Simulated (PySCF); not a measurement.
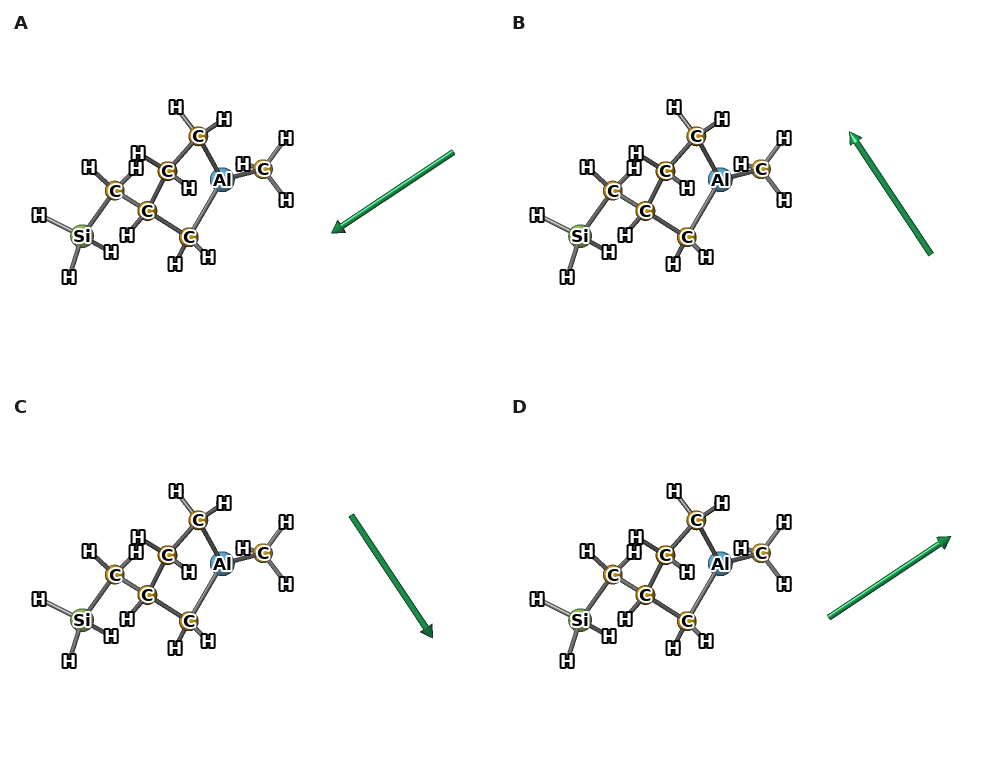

The same molecule four times, each with an arrow. Computed geometry: GFN2-xTB optimisation. No frequency run is at hand to confirm it as a minimum. Level of theory: PBE0/pcSseg-1, gas phase (PySCF 2.14.0).

> Which arrow points along the dipole moment, from the negative to the positive end?

D. The dipole moment is 0.74 D.

The geometry is semi-empirical. Around Al, Si such bond lengths and angles can be off by a tenth of an ångström or more and by several degrees, and values that hang on the shape move with them.
